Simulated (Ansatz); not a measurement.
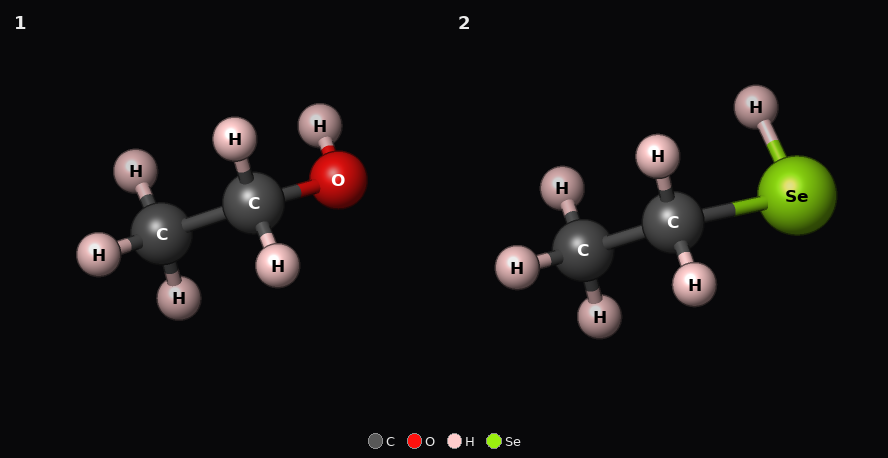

2 molecules with one skeleton, seen from the same side and at one scale. Charge 0, singlet. Computed geometries: PBE0-D4/def2-TZVP optimisations, one conformation each. Properties computed with Ansatz 0.2.0.

One atom differs, called X below: O in panel 1, Se in panel 2. Their formulas are C2H6O (`CCO`), C2H6Se (`CC[SeH]`).

In which is the length of X–H larger (PBE0-D4/def2-TZVP)?

Answer. In panel 2 (X = Se).

In which is the length of X–C larger (PBE0-D4/def2-TZVP)?

Answer. In panel 2 (X = Se).

Give the values. With PBE0-D4/def2-TZVP: length of X–C (Å), length of X–H (Å), angle C–X–H (°). With revPBE-D4/def2-TZVPP: HOMO energy (Kohn–Sham orbital) (eV), HOMO–LUMO gap (eV). With r2SCAN-D4/def2-TZVPP: dipole moment (D).

| quantity | 1 (O) | 2 (Se) | 2 − 1 |
| --- | --- | --- | --- |
| length of X–C (Å) | 1.413 | 1.958 | +0.545 |
| length of X–H (Å) | 0.961 | 1.469 | +0.508 |
| angle C–X–H (°) | 108.2 | 95.0 | −13.2 |
| HOMO energy (Kohn–Sham orbital) (eV) | −6.10 | −5.26 | +0.84 |
| HOMO–LUMO gap (eV) | 6.38 | 4.59 | −1.79 |
| dipole moment (D) | 1.61 | 1.65 | +0.04 |
